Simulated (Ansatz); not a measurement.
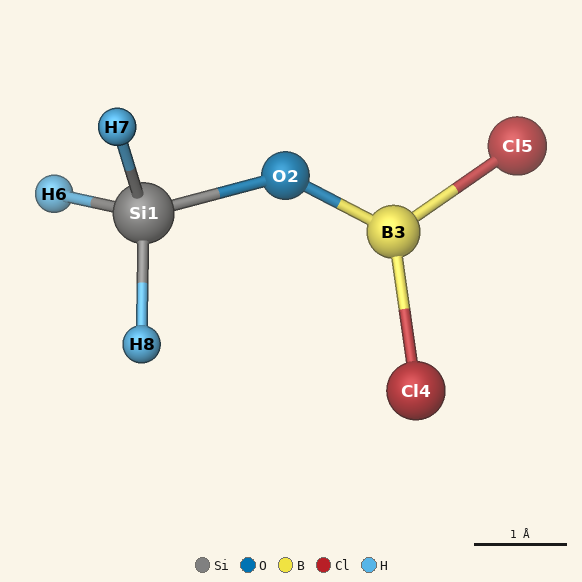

Orthographic view. Atoms fade into the background with distance from the viewer. Computed geometry: PBE-D4/def2-SVP optimisation. No frequency run is at hand to confirm it as a minimum.

Give the geometry as a Z-matrix, atoms in numerical order, with these reference atoms: 2 to 1; 3 to 2, 1; 4 to 3, 2, 1; 5 to 3, 2, 1; 6 to 1, 2, 3; 7 to 1, 6, 2; 8 to 1, 7, 6.

```
Si 
O    1   1.702
B    2   1.344   1   137.9
Cl   3   1.778   2   121.9   1     0.0
Cl   3   1.766   2   119.3   1   180.0
H    1   1.498   2   107.0   3  -116.6
H    1   1.498   6   110.6   2   115.8
H    1   1.499   7   110.9   6  -123.5
```
